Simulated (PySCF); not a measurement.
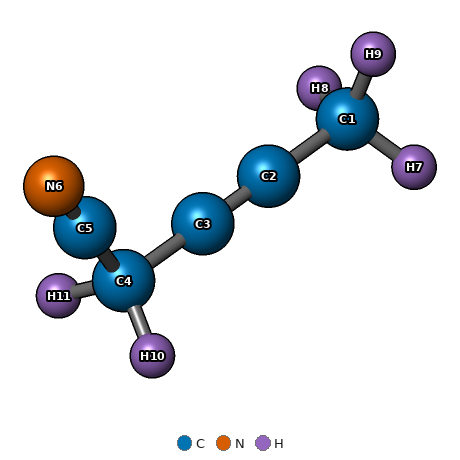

C₅H₅N, SMILES CC#CCC#N. Simulated ¹H spectrum at 400 MHz, line width 1.5 Hz, from GIAO shifts (PBE0/pcSseg-1, against TMS) and couplings (B3LYP/pcJ-1), PySCF 2.14.0, at a PBE0-D3(BJ)/def2-SVP geometry (no frequency check). Gas phase, values of one conformer, averaged over methyl-type rotors and exact or near symmetry; couplings among ¹H are treated exactly, other nuclei are left out. The spin-dipole term of J is left out for all pairs. The upper panels enlarge each group of lines, each scaled alone.

Give the shifts and couplings that make up the spectrum.

| δ (ppm) | nuclei | atoms |
| --- | --- | --- |
| 3.03 | 2 | H10, H11 |
| 1.91 | 3 | H7, H8, H9 |


```tsv
pair	J (Hz)
H10/H11 – H7/H8/H9	3.8
```

Not listed: couplings under 0.5 Hz, those between magnetically equivalent nuclei.

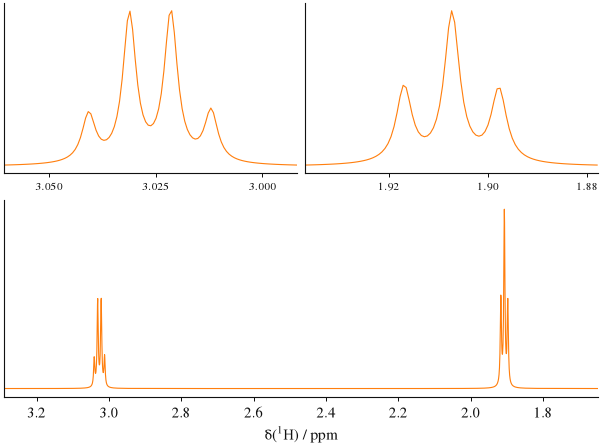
